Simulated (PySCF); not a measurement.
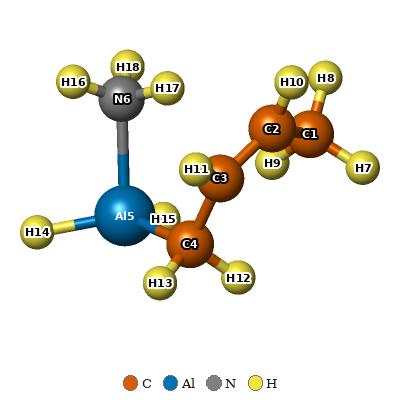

The molecule: C₄H₁₂AlN, SMILES C/C=C\[CH2][AlH2-][NH3+], singlet.

Kohn-Sham orbital energies near the frontier, ωB97X-D/def2-SVPD with PySCF, at a GFN2-xTB geometry (no frequency check), isolated molecule; empty levels in grey, levels within 0.03 eV side by side.

### Where do the frontier orbitals lie?

HOMO at −8.08 eV, LUMO at 1.45 eV, 9.53 eV apart.

### How far below the HOMO does the next level lie?

1.21 eV.

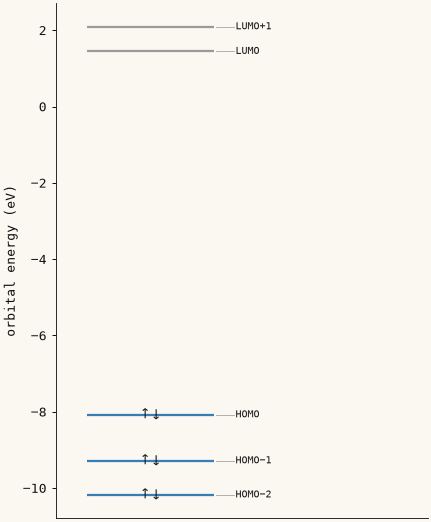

Known limits of this run: the tight-binding geometry is rougher than a DFT one and adds to the error; one conformer of a flexible molecule; empty levels above zero depend strongly on the basis.
